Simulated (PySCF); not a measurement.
# C3H7B: NMR shifts at several levels of theory

Aim: compute the NMR shifts of C3H7B (`BCC=C`) at several levels, and see how far they spread and what each costs.

The runs use PySCF 2.14.0, with density-fitted response routines of our own; the level of theory stands in each step. All values are computed, except where a source is named. Atoms count from 0, in the outputs and in this text.

### Step 1. The starting structure

11 atoms, charge 0, multiplicity 1; geometry from: GFN2-xTB. The atoms were then displaced at random by about 0.01 Å, so the start is not that level's minimum.

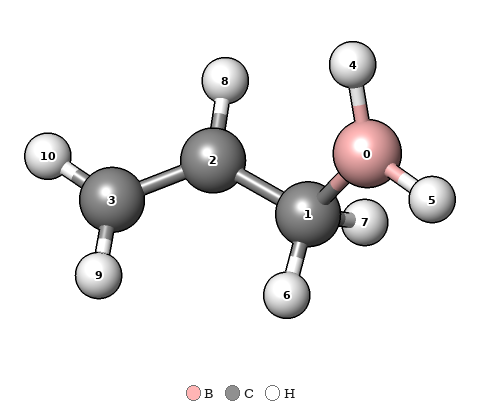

The starting geometry (boron pink, carbon grey, hydrogen white), atoms numbered.

### Step 2. Geometry optimisation at PBE0-D3(BJ)/def2-SVP

What the job is given:

```
{"job": {"xc": "PBE0", "basis": "def2-SVP", "d3": "d3bj", "grid": 1, "shake": 0.01, "kind": "geom"}, "charge": 0, "multiplicity": 1}
B     -1.711340     0.478660     0.259750
C     -0.569030    -0.312370    -0.412890
C      0.696850    -0.365790     0.348630
C      1.906680     0.099790    -0.085240
H     -1.695090     0.796110     1.374230
H     -2.672450     0.783170    -0.390320
H     -0.356960     0.024840    -1.432140
H     -0.937060    -1.325300    -0.512890
H      0.645210    -0.796280     1.363960
H      1.969190     0.539840    -1.049280
H      2.762110     0.051500     0.520520
```

On the command line:

```bash
> OMP_NUM_THREADS=1 python probes_run.py task.json out
```

One launch serves the whole session: the jobs run in the order shown.

The log of the run:

```text
step   0  E = -143.03514558  max force = 0.064262
step   1  E = -143.04095491  max force = 0.008406
step   2  E = -143.04133685  max force = 0.004666
step   3  E = -143.04151654  max force = 0.003894
step   4  E = -143.04171605  max force = 0.002092
step   5  E = -143.04182267  max force = 0.001209
step   6  E = -143.04201632  max force = 0.001898
step   7  E = -143.04211429  max force = 0.001042
step   8  E = -143.04213750  max force = 0.000721
step   9  E = -143.04214558  max force = 0.000384
optimisation converged
```

Wall time 41 s (1 thread of Arm Neoverse N1, shared host); peak memory 0.37 GiB.

Relaxation path:

```csv
step,energy from step 0 (eV),largest force component (eV/Å)
0,0.0000,3.3045
1,-0.1581,0.4323
2,-0.1685,0.2399
3,-0.1734,0.2002
4,-0.1788,0.1076
5,-0.1817,0.0622
6,-0.1870,0.0976
7,-0.1896,0.0536
8,-0.1903,0.0371
9,-0.1905,0.0197
```

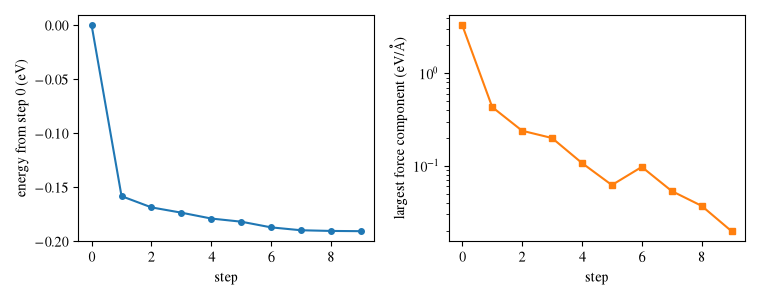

Energy and force, step by step.

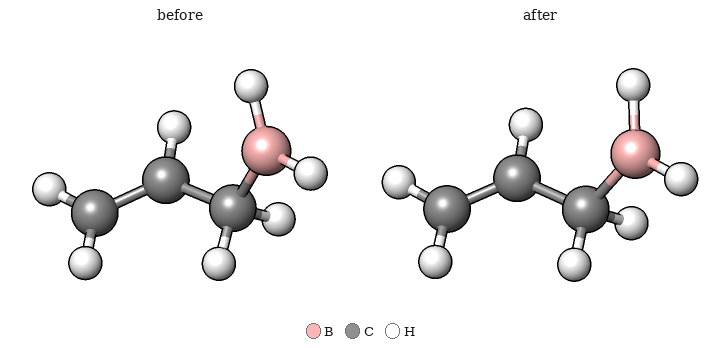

The geometry before (left) and after (right).

Close pairs (by a distance rule), those that changed most:

```csv
bond,before (Å),after (Å),change (Å)
B0–H4,1.159,1.211,+0.052
C3–H10,1.049,1.093,+0.043
C1–H7,1.082,1.122,+0.040
C3–H9,1.062,1.095,+0.033
C2–C3,1.367,1.334,-0.033
C1–C2,1.478,1.492,+0.014
B0–H5,1.200,1.210,+0.011
B0–C1,1.544,1.554,+0.010
```

The next job starts from the end point, and lists it.

```csv
at the end point,value
point group (found at 0.08 Å tolerance),C1
"rotational constants (GHz, main isotopes)","27.067, 4.183, 3.967"
dipole moment (D),0.56
```

### Step 3. NMR shieldings: PBE0/pcSseg-2

What the job is given:

```
{"job": {"kind": "nmr", "xc": "PBE0", "basis": "pcSseg-2", "pop": false}, "charge": 0, "multiplicity": 1}
B     -1.809845     0.255831     0.220423
C     -0.496921    -0.254050    -0.436649
C      0.758986    -0.230755     0.368621
C      1.927227     0.266259    -0.040925
H     -1.923578     0.304216     1.424987
H     -2.770564     0.512576    -0.469505
H     -0.347058     0.110559    -1.465713
H     -0.835573    -1.315441    -0.569893
H      0.684122    -0.637214     1.385565
H      2.049318     0.689230    -1.043560
H      2.803147     0.275025     0.612093
```

With the program's defaults for keys left out, this is: GIAO PBE0/pcSseg-2 NMR shielding, non-relativistic, gas phase.

The log of the run:

```text
coarse grid: 8688 points
cycle   1  E = -143.1528269138  dE =  1.351e-01  |g| = 3.489e-01  |ddm| = 2.054e+00
cycle   2  E = -143.1518875687  dE =  9.393e-04  |g| = 3.588e-01  |ddm| = 5.446e-01
cycle   3  E = -143.1865737500  dE = -3.469e-02  |g| = 2.541e-02  |ddm| = 2.683e-01
cycle   4  E = -143.1867274148  dE = -1.537e-04  |g| = 1.032e-02  |ddm| = 2.858e-02
cycle   5  E = -143.1867567613  dE = -2.935e-05  |g| = 2.790e-03  |ddm| = 1.033e-02
cycle   6  E = -143.1867582047  dE = -1.443e-06  |g| = 1.350e-03  |ddm| = 2.549e-03
final grid: 82440 points
cycle   7  E = -143.1908520223  dE = -6.557e-05  |g| = 5.899e-03  |ddm| = 3.446e-02
cycle   8  E = -143.1908497213  dE =  2.301e-06  |g| = 6.653e-03  |ddm| = 8.275e-03
cycle   9  E = -143.1908610210  dE = -1.130e-05  |g| = 8.362e-04  |ddm| = 4.526e-03
cycle  10  E = -143.1908611801  dE = -1.591e-07  |g| = 3.356e-04  |ddm| = 7.546e-04
cycle  11  E = -143.1908612084  dE = -2.831e-08  |g| = 6.681e-05  |ddm| = 2.261e-04
cycle  12  E = -143.1908612096  dE = -1.185e-09  |g| = 8.052e-06  |ddm| = 5.395e-05
cycle  13  E = -143.1908612096  dE = -1.782e-11  |g| = 1.560e-06  |ddm| = 1.068e-05
converged SCF energy = -143.1908612096

GIAO shielding tensors (ppm)
atom      isotropic    diamagn.    paramagn.     s11        s22        s33       span
  0 B       12.155     192.086    -179.931    -60.705    -25.589    122.758    183.464
  1 C      134.523     243.745    -109.223    102.830    141.846    158.892     56.062
  2 C       33.139     253.088    -219.949    -90.048     41.308    148.158    238.207
  3 C       61.944     252.883    -190.939    -51.224     83.339    153.717    204.941
  4 H       23.797      29.686      -5.888     17.001     27.180     27.211     10.211
  5 H       23.784      28.946      -5.162     17.451     26.777     27.123      9.672
  6 H       27.666      30.425      -2.758     24.659     28.082     30.257      5.598
  7 H       29.585      28.855       0.730     24.709     29.399     34.647      9.938
  8 H       24.584      31.618      -7.034     22.635     23.983     27.133      4.498
  9 H       26.033      31.335      -5.302     23.393     25.510     29.196      5.803
 10 H       26.099      29.757      -3.658     23.587     25.177     29.531      5.944
```

Wall time 37 s (1 thread of Arm Neoverse N1, shared host); peak memory 1.1 GiB.

Shifts follow as δ = σ(reference) − σ, with reference shieldings (ppm) from runs at the same level and on the same kind of geometry: 1H TMS 31.25, 13C TMS 184.1, 11B BF3·OEt2 99.1. The references are single molecules in the gas phase. Atoms listed in one row are averaged.

```csv
atoms,environment,σ (ppm),δ (ppm)
C2,alkene CH,33.1,151.0
C3,terminal =CH2 carbon,61.9,122.2
C1,allylic sp3 CH2 bonded to B,134.5,49.6
"H4, H5",hydrogen on a boron bonded to C,23.79,7.45
H8,hydrogen on an alkene CH,24.58,6.66
H9,hydrogen on a terminal =CH2 carbon,26.03,5.21
H10,hydrogen on a terminal =CH2 carbon,26.10,5.15
"H6, H7",hydrogen on an allylic sp3 CH2 bonded to B,28.63,2.62
B0,"boron bonded to C, 2 H",12.2,86.9
```

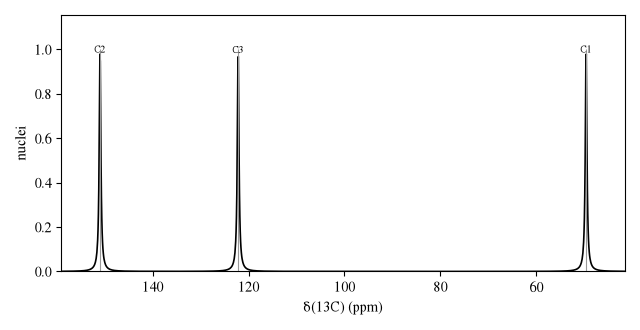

13C lines at the computed shifts, without couplings. Lines are broadened to a width of 0.41 ppm (Lorentzian).

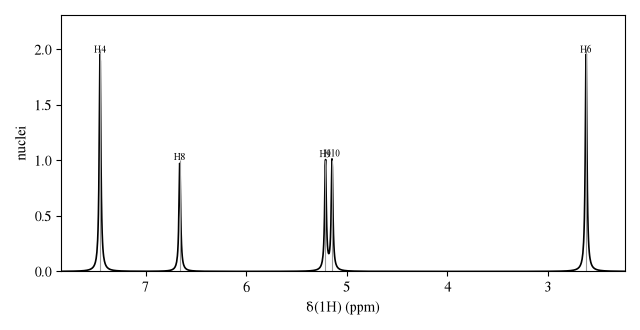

1H lines at the computed shifts, without couplings. Lines are broadened to a width of 0.02 ppm (Lorentzian).

### Step 4. Nuclear shieldings: mPW1PW91/pcSseg-2

The job, as its differences from that of step 3:

```diff
@@ -1,2 +1,2 @@
-{"job": {"kind": "nmr", "xc": "PBE0", "basis": "pcSseg-2", "pop": false}, "charge": 0, "multiplicity": 1}
+{"job": {"kind": "nmr", "xc": "mPW1PW91", "basis": "pcSseg-2", "pop": false}, "charge": 0, "multiplicity": 1}
 B     -1.809845     0.255831     0.220423
```

With the program's defaults for keys left out, this is: GIAO mPW1PW91/pcSseg-2 NMR shielding, non-relativistic, gas phase.

The log of the run:

```text
coarse grid: 8688 points
cycle   1  E = -143.3069086799  dE =  1.339e-01  |g| = 3.518e-01  |ddm| = 2.041e+00
cycle   2  E = -143.3063894700  dE =  5.192e-04  |g| = 3.593e-01  |ddm| = 5.427e-01
cycle   3  E = -143.3410896721  dE = -3.470e-02  |g| = 2.541e-02  |ddm| = 2.686e-01
cycle   4  E = -143.3412440027  dE = -1.543e-04  |g| = 1.020e-02  |ddm| = 2.804e-02
cycle   5  E = -143.3412724311  dE = -2.843e-05  |g| = 2.834e-03  |ddm| = 1.013e-02
cycle   6  E = -143.3412739335  dE = -1.502e-06  |g| = 1.357e-03  |ddm| = 2.561e-03
final grid: 82440 points
cycle   7  E = -143.3454886868  dE = -6.116e-05  |g| = 4.788e-03  |ddm| = 3.146e-02
cycle   8  E = -143.3454865420  dE =  2.145e-06  |g| = 5.626e-03  |ddm| = 6.796e-03
cycle   9  E = -143.3454944415  dE = -7.899e-06  |g| = 9.027e-04  |ddm| = 3.760e-03
cycle  10  E = -143.3454946386  dE = -1.971e-07  |g| = 2.895e-04  |ddm| = 7.649e-04
cycle  11  E = -143.3454946598  dE = -2.116e-08  |g| = 5.890e-05  |ddm| = 1.978e-04
cycle  12  E = -143.3454946607  dE = -9.255e-10  |g| = 6.847e-06  |ddm| = 4.867e-05
converged SCF energy = -143.3454946607

GIAO shielding tensors (ppm)
atom      isotropic    diamagn.    paramagn.     s11        s22        s33       span
  0 B       13.058     192.559    -179.501    -59.280    -23.914    122.367    181.647
  1 C      134.502     243.848    -109.346    103.213    141.823    158.469     55.256
  2 C       32.594     252.832    -220.239    -90.996     40.973    147.804    238.800
  3 C       61.289     253.069    -191.780    -52.254     82.884    153.237    205.491
  4 H       23.918      29.757      -5.839     17.199     27.257     27.298     10.099
  5 H       23.905      29.004      -5.099     17.651     26.865     27.197      9.545
  6 H       27.755      30.482      -2.728     24.729     28.167     30.369      5.640
  7 H       29.655      28.893       0.761     24.816     29.452     34.696      9.880
  8 H       24.664      31.653      -6.989     22.726     24.053     27.212      4.486
  9 H       26.100      31.372      -5.272     23.460     25.558     29.282      5.822
 10 H       26.162      29.746      -3.584     23.658     25.243     29.583      5.925
```

Run time: 36 s. Hardware: 1 thread of Arm Neoverse N1, shared host; peak memory 1.1 GiB.

Key values: δ C2 150.9, C3 122.2, C1 49.0, B0 86.1, H4 7.38, H8 6.63 ppm (means over like atoms).

### Step 5. Nuclear shieldings: WP04/pcSseg-2

The job, as its differences from that of step 4:

```diff
@@ -1,2 +1,2 @@
-{"job": {"kind": "nmr", "xc": "mPW1PW91", "basis": "pcSseg-2", "pop": false}, "charge": 0, "multiplicity": 1}
+{"job": {"kind": "nmr", "xc": "WP04", "basis": "pcSseg-2", "pop": false}, "charge": 0, "multiplicity": 1}
 B     -1.809845     0.255831     0.220423
```

Level: GIAO WP04/pcSseg-2 NMR shielding, non-relativistic, gas phase.

The log of the run:

```text
coarse grid: 8688 points
cycle   1  E = -147.2186571081  dE =  6.041e-02  |g| = 5.532e-01  |ddm| = 1.993e+00
cycle   2  E = -147.1843186221  dE =  3.434e-02  |g| = 6.518e-01  |ddm| = 8.992e-01
cycle   3  E = -147.3009838243  dE = -1.167e-01  |g| = 4.913e-02  |ddm| = 4.916e-01
cycle   4  E = -147.3013054023  dE = -3.216e-04  |g| = 3.663e-02  |ddm| = 5.207e-02
cycle   5  E = -147.3015965516  dE = -2.911e-04  |g| = 1.405e-02  |ddm| = 2.789e-02
cycle   6  E = -147.3016492145  dE = -5.266e-05  |g| = 2.113e-03  |ddm| = 1.079e-02
cycle   7  E = -147.3016505436  dE = -1.329e-06  |g| = 3.522e-04  |ddm| = 2.053e-03
final grid: 82440 points
cycle   8  E = -147.3129573155  dE = -1.155e-04  |g| = 6.788e-03  |ddm| = 4.884e-02
cycle   9  E = -147.3129524443  dE =  4.871e-06  |g| = 7.935e-03  |ddm| = 9.843e-03
cycle  10  E = -147.3129690941  dE = -1.665e-05  |g| = 8.348e-04  |ddm| = 5.632e-03
cycle  11  E = -147.3129691418  dE = -4.775e-08  |g| = 7.127e-04  |ddm| = 8.819e-04
cycle  12  E = -147.3129692658  dE = -1.240e-07  |g| = 1.617e-04  |ddm| = 4.774e-04
cycle  13  E = -147.3129692731  dE = -7.289e-09  |g| = 1.653e-05  |ddm| = 1.322e-04
cycle  14  E = -147.3129692732  dE = -7.134e-11  |g| = 4.526e-06  |ddm| = 1.815e-05
converged SCF energy = -147.3129692732

GIAO shielding tensors (ppm)
atom      isotropic    diamagn.    paramagn.     s11        s22        s33       span
  0 B       13.126     191.842    -178.716    -54.879    -18.854    113.110    167.989
  1 C      128.290     243.141    -114.851    101.863    135.405    147.600     45.737
  2 C       23.576     252.677    -229.101    -99.115     32.595    137.247    236.361
  3 C       50.970     253.347    -202.377    -62.799     72.626    143.083    205.883
  4 H       25.239      30.459      -5.220     19.260     28.035     28.422      9.162
  5 H       25.234      29.503      -4.270     19.729     27.880     28.092      8.363
  6 H       28.495      31.226      -2.731     25.472     28.800     31.212      5.740
  7 H       30.088      29.383       0.706     25.699     29.775     34.791      9.092
  8 H       25.432      31.912      -6.480     23.641     24.766     27.889      4.248
  9 H       26.681      31.784      -5.103     24.094     26.056     29.894      5.799
 10 H       26.712      29.983      -3.271     24.341     25.825     29.971      5.630
```

Run time: 38 s. Hardware: 1 thread of Arm Neoverse N1, shared host; peak memory 1.1 GiB.

Key values: δ C2 148.5, C3 121.1, C1 43.8, B0 81.1, H4 6.37, H8 6.18 ppm (means over like atoms).

### Step 6. Nuclear shieldings: B97-2/pcSseg-2

The job, as its differences from that of step 5:

```diff
@@ -1,2 +1,2 @@
-{"job": {"kind": "nmr", "xc": "WP04", "basis": "pcSseg-2", "pop": false}, "charge": 0, "multiplicity": 1}
+{"job": {"kind": "nmr", "xc": "B97-2", "basis": "pcSseg-2", "pop": false}, "charge": 0, "multiplicity": 1}
 B     -1.809845     0.255831     0.220423
```

Level: GIAO B97-2/pcSseg-2 NMR shielding, non-relativistic, gas phase.

The log of the run:

```text
coarse grid: 8688 points
cycle   1  E = -143.2925428631  dE =  1.147e-01  |g| = 3.574e-01  |ddm| = 2.059e+00
cycle   2  E = -143.2890658505  dE =  3.477e-03  |g| = 3.791e-01  |ddm| = 5.600e-01
cycle   3  E = -143.3281212763  dE = -3.906e-02  |g| = 2.639e-02  |ddm| = 2.854e-01
cycle   4  E = -143.3282861580  dE = -1.649e-04  |g| = 1.096e-02  |ddm| = 2.944e-02
cycle   5  E = -143.3283168819  dE = -3.072e-05  |g| = 3.888e-03  |ddm| = 1.065e-02
cycle   6  E = -143.3283199661  dE = -3.084e-06  |g| = 1.610e-03  |ddm| = 3.261e-03
final grid: 82440 points
cycle   7  E = -143.3306233297  dE = -7.503e-05  |g| = 3.647e-03  |ddm| = 4.431e-02
cycle   8  E = -143.3306190309  dE =  4.299e-06  |g| = 5.455e-03  |ddm| = 5.721e-03
cycle   9  E = -143.3306265031  dE = -7.472e-06  |g| = 7.666e-04  |ddm| = 3.510e-03
cycle  10  E = -143.3306266558  dE = -1.528e-07  |g| = 2.313e-04  |ddm| = 7.184e-04
cycle  11  E = -143.3306266701  dE = -1.425e-08  |g| = 5.383e-05  |ddm| = 1.770e-04
cycle  12  E = -143.3306266708  dE = -7.471e-10  |g| = 6.048e-06  |ddm| = 4.352e-05
converged SCF energy = -143.3306266708

GIAO shielding tensors (ppm)
atom      isotropic    diamagn.    paramagn.     s11        s22        s33       span
  0 B       18.234     192.474    -174.241    -51.161    -16.347    122.208    173.369
  1 C      136.067     244.171    -108.104    106.442    143.040    158.718     52.276
  2 C       35.875     253.396    -217.521    -84.220     44.345    147.501    231.721
  3 C       64.159     253.237    -189.079    -46.172     85.580    153.068    199.240
  4 H       24.155      29.915      -5.760     17.670     27.381     27.414      9.744
  5 H       24.148      29.059      -4.910     18.145     26.983     27.318      9.173
  6 H       27.884      30.586      -2.702     24.879     28.270     30.503      5.624
  7 H       29.701      28.984       0.716     24.944     29.443     34.715      9.771
  8 H       24.790      31.814      -7.024     22.935     24.172     27.263      4.328
  9 H       26.202      31.472      -5.270     23.605     25.662     29.339      5.734
 10 H       26.267      29.789      -3.522     23.783     25.336     29.683      5.900
```

Wall time 36 s (1 thread of Arm Neoverse N1, shared host); peak memory 1.1 GiB.

Key values: δ C2 147.6, C3 119.3, C1 47.4, B0 81.9, H4 7.21, H8 6.57 ppm (means over like atoms).

### Step 7. Shielding tensors: BHandHLYP/pcSseg-2

The job, as its differences from that of step 6:

```diff
@@ -1,2 +1,2 @@
-{"job": {"kind": "nmr", "xc": "B97-2", "basis": "pcSseg-2", "pop": false}, "charge": 0, "multiplicity": 1}
+{"job": {"kind": "nmr", "xc": "BHandHLYP", "basis": "pcSseg-2", "pop": false}, "charge": 0, "multiplicity": 1}
 B     -1.809845     0.255831     0.220423
```

Level: GIAO BHandHLYP/pcSseg-2 NMR shielding, non-relativistic, gas phase.

The log of the run:

```text
coarse grid: 8688 points
cycle   1  E = -143.2601853868  dE =  2.280e-01  |g| = 2.816e-01  |ddm| = 2.023e+00
cycle   2  E = -143.2769136444  dE = -1.673e-02  |g| = 1.776e-01  |ddm| = 4.050e-01
cycle   3  E = -143.2849370349  dE = -8.023e-03  |g| = 3.488e-02  |ddm| = 1.389e-01
cycle   4  E = -143.2852936047  dE = -3.566e-04  |g| = 6.707e-03  |ddm| = 3.887e-02
cycle   5  E = -143.2853034731  dE = -9.868e-06  |g| = 3.179e-03  |ddm| = 7.395e-03
cycle   6  E = -143.2853061226  dE = -2.650e-06  |g| = 7.383e-04  |ddm| = 2.336e-03
final grid: 82440 points
cycle   7  E = -143.2917827681  dE = -2.673e-05  |g| = 2.513e-03  |ddm| = 2.479e-02
cycle   8  E = -143.2917831383  dE = -3.702e-07  |g| = 2.181e-03  |ddm| = 3.233e-03
cycle   9  E = -143.2917843418  dE = -1.204e-06  |g| = 2.890e-04  |ddm| = 1.550e-03
cycle  10  E = -143.2917843558  dE = -1.397e-08  |g| = 1.778e-04  |ddm| = 2.945e-04
cycle  11  E = -143.2917843636  dE = -7.795e-09  |g| = 1.097e-05  |ddm| = 1.182e-04
cycle  12  E = -143.2917843636  dE = -4.613e-11  |g| = 3.025e-06  |ddm| = 1.583e-05
converged SCF energy = -143.2917843636

GIAO shielding tensors (ppm)
atom      isotropic    diamagn.    paramagn.     s11        s22        s33       span
  0 B       18.699     190.647    -171.948    -50.753    -15.937    122.788    173.541
  1 C      138.360     241.088    -102.728    108.502    145.470    161.110     52.608
  2 C       32.154     251.839    -219.685    -98.026     44.482    150.007    248.033
  3 C       62.138     251.592    -189.454    -57.098     89.151    154.362    211.460
  4 H       24.372      29.735      -5.363     18.099     27.334     27.684      9.585
  5 H       24.378      29.089      -4.711     18.616     27.136     27.382      8.767
  6 H       28.105      30.473      -2.369     24.884     28.573     30.857      5.973
  7 H       30.041      29.118       0.923     25.179     29.837     35.107      9.929
  8 H       24.890      31.721      -6.831     22.903     24.144     27.622      4.719
  9 H       26.279      31.411      -5.133     23.652     25.538     29.646      5.994
 10 H       26.379      30.072      -3.693     23.814     25.276     30.048      6.234
```

It took 36 s on 1 thread of Arm Neoverse N1, shared host; peak memory 1.1 GiB.

This run: δ C2 152.1, C3 122.1, C1 45.9, B0 84.9, H4 7.07, H8 6.56 ppm (means over like atoms).

### Step 8. Nuclear shieldings: CAM-B3LYP/pcSseg-2

The job, as its differences from that of step 7:

```diff
@@ -1,2 +1,2 @@
-{"job": {"kind": "nmr", "xc": "BHandHLYP", "basis": "pcSseg-2", "pop": false}, "charge": 0, "multiplicity": 1}
+{"job": {"kind": "nmr", "xc": "CAM-B3LYP", "basis": "pcSseg-2", "pop": false}, "charge": 0, "multiplicity": 1}
 B     -1.809845     0.255831     0.220423
```

Level: GIAO CAM-B3LYP/pcSseg-2 NMR shielding, non-relativistic, gas phase.

The log of the run:

```text
coarse grid: 8688 points
cycle   1  E = -143.2594215524  dE =  2.178e-01  |g| = 2.896e-01  |ddm| = 2.024e+00
cycle   2  E = -143.2719975849  dE = -1.258e-02  |g| = 2.163e-01  |ddm| = 4.021e-01
cycle   3  E = -143.2837272500  dE = -1.173e-02  |g| = 2.581e-02  |ddm| = 1.547e-01
cycle   4  E = -143.2839304009  dE = -2.032e-04  |g| = 8.191e-03  |ddm| = 3.303e-02
cycle   5  E = -143.2839448943  dE = -1.449e-05  |g| = 3.760e-03  |ddm| = 8.787e-03
cycle   6  E = -143.2839485146  dE = -3.620e-06  |g| = 8.052e-04  |ddm| = 2.685e-03
final grid: 82440 points
cycle   7  E = -143.2929965648  dE = -4.387e-05  |g| = 3.336e-03  |ddm| = 2.561e-02
cycle   8  E = -143.2929970526  dE = -4.878e-07  |g| = 2.989e-03  |ddm| = 4.073e-03
cycle   9  E = -143.2929992599  dE = -2.207e-06  |g| = 3.710e-04  |ddm| = 2.041e-03
cycle  10  E = -143.2929992795  dE = -1.963e-08  |g| = 2.495e-04  |ddm| = 3.750e-04
cycle  11  E = -143.2929992943  dE = -1.482e-08  |g| = 1.563e-05  |ddm| = 1.594e-04
cycle  12  E = -143.2929992944  dE = -8.555e-11  |g| = 4.391e-06  |ddm| = 2.260e-05
converged SCF energy = -143.2929992944

GIAO shielding tensors (ppm)
atom      isotropic    diamagn.    paramagn.     s11        s22        s33       span
  0 B        7.663     190.246    -182.583    -67.251    -31.401    121.641    188.893
  1 C      133.358     240.374    -107.016    101.464    140.657    157.952     56.488
  2 C       28.088     251.323    -223.235   -100.748     37.995    147.017    247.765
  3 C       58.771     251.094    -192.323    -58.909     82.868    152.353    211.262
  4 H       23.938      29.479      -5.542     17.116     27.249     27.448     10.332
  5 H       23.943      29.015      -5.072     17.603     26.979     27.248      9.645
  6 H       27.849      30.419      -2.571     24.804     28.291     30.451      5.647
  7 H       29.807      28.968       0.839     24.950     29.734     34.736      9.786
  8 H       24.687      31.442      -6.756     22.609     24.121     27.330      4.721
  9 H       26.120      31.211      -5.091     23.468     25.572     29.319      5.851
 10 H       26.215      30.113      -3.899     23.683     25.267     29.694      6.011
```

It took 48 s on 1 thread of Arm Neoverse N1, shared host; peak memory 1.1 GiB.

Key values: δ C2 154.5, C3 123.8, C1 49.2, B0 90.2, H4 7.40, H8 6.65 ppm (means over like atoms).

(Part 1 of 2 ends here.)
